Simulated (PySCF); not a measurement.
**C4H15PSi3: density, localisation and related maps**

Input

```
{"job": {"kind": "nmr", "xc": "PBE0", "basis": "pcSseg-1"}, "charge": 0, "multiplicity": 1}
P      4.770402     0.986570    -0.979491
Si     3.804650    -0.805029    -0.042489
Si     1.718638    -0.329689     0.876206
Si     0.046809     0.070867    -0.694220
C     -1.631647    -0.520292    -0.027593
C     -2.252662     0.290846     1.127176
C     -3.592246     0.309452     0.378905
C     -2.892508    -0.241067    -0.870619
H      3.612769     1.457519    -1.570251
H      4.604822     1.805349     0.120397
H      4.834886    -1.315343     0.871519
H      3.725471    -1.777363    -1.142199
H      1.342209    -1.424308     1.785448
H      1.847275     0.827172     1.781831
H     -0.104401     1.495015    -1.033439
H      0.288959    -0.621119    -1.970193
H     -1.579860    -1.578381     0.237518
H     -1.818400     1.283625     1.236975
H     -2.255730    -0.194558     2.101490
H     -4.319767    -0.383957     0.797395
H     -4.061866     1.285368     0.269562
H     -2.736375     0.516367    -1.636867
H     -3.356178    -1.110059    -1.334044
```

Run with:

```sh
OMP_NUM_THREADS=1 python probes_run.py task.json out
```

Geometry: GFN2-xTB.

Level of theory: PySCF, PBE0/pcSseg-1, SCF density, gas phase, non-relativistic.

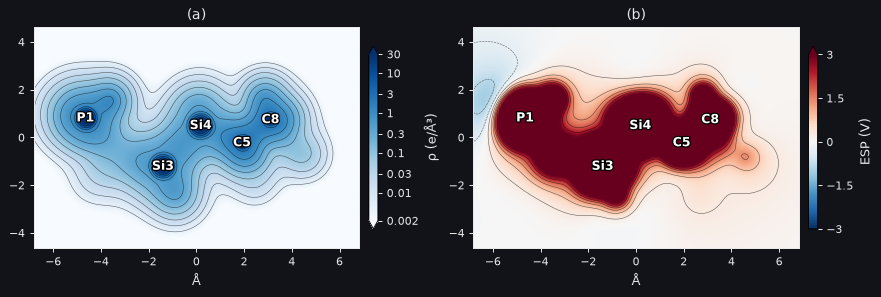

Figure 1. (a) electron density; (b) molecular electrostatic potential on the plane of atoms Si3, Si4 and C5.

### Describe what can be read from this map.

The section cuts through P, Si and C sites.
C–C (1.54 Å): ρ is about 1.6 e/Å³ halfway.
C–Si (1.90 Å): the density is about 0.91 e/Å³ at the midpoint.
Si–Si (2.33 Å): ρ at the midpoint is about 0.65 e/Å³.
Outside the dense part of the molecule the potential is most negative (−1.0 V) near P1.

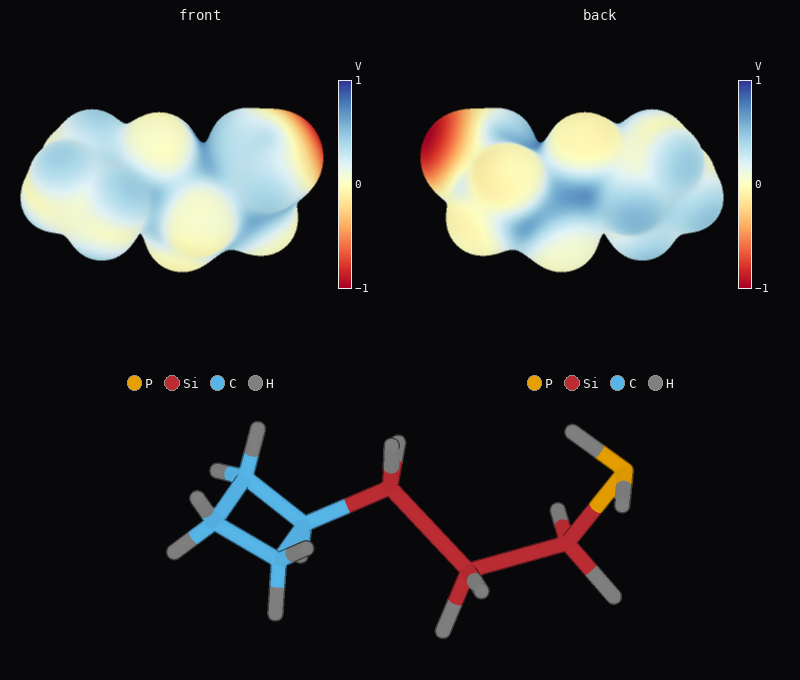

Figure 2. The molecular electrostatic potential painted on the density surface at 0.001 e/bohr³, seen from the front and from behind; red is negative and blue positive. The bare structure is drawn below in the same view.

### Which sites attract a positive test charge, and which a negative one?

A positive charge is drawn to the negative regions and a negative charge to the positive ones. The most negative region (about −0.9 V, or −21 kcal/mol for a unit charge) lies over P1, the most positive (about +0.7 V, or +16 kcal/mol for a unit charge) over Si2, Si3, Si4 and H9.

### What dipole moment does the calculation give?

Its dipole moment is 2.25 D.
